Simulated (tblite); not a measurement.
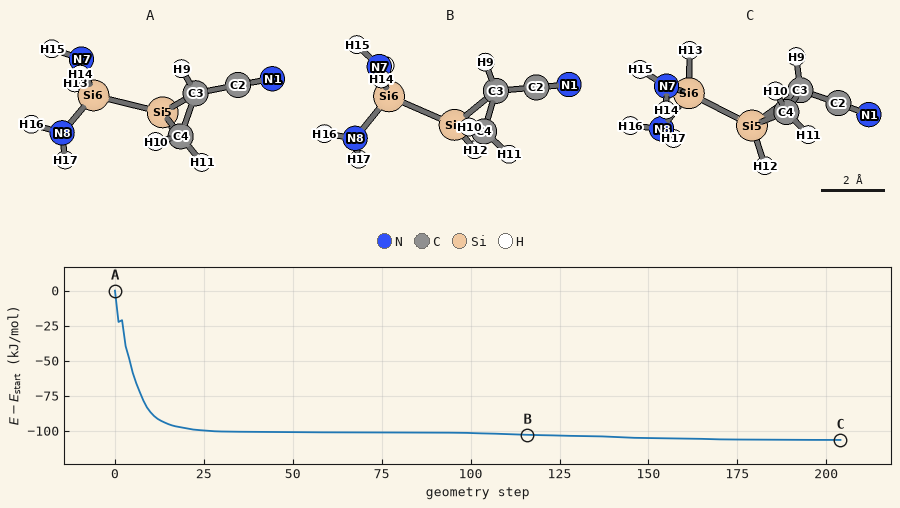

Frames of a relaxation of C3H9N3Si2, marked on the history of the run. Style: ball-and-stick. Shown at a tilt.

Method: GFN2-xTB geometry optimisation, gas phase in tblite 0.8.0. 

### Describe the path.

The energy falls by 106.4 kJ/mol in 204 geometry steps. The largest moves after the best rigid fit, 1.83 Å, are those of H10 and H17. By element the largest moves are H 1.83 Å, N 1.44 Å, C 0.96 Å, Si 0.88 Å. Among the contacts that change: C3–Si5 1.834 → 1.926 Å, C3–C4 1.480 → 1.533 Å, Si6–N8 1.693 → 1.730 Å, Si6–N7 1.686 → 1.721 Å. Among the angles between lasting bonds that change: N7–Si6–N8 94.9° → 112.2°, C3–Si5–H12 122.3° → 109.0°, Si6–N7–H14 106.7° → 119.7°. From step 0 to 116: H17 moves most (0.97 Å), energy −102.8 kJ/mol. From step 116 to 204: H10 moves most (1.21 Å), energy −3.66 kJ/mol.
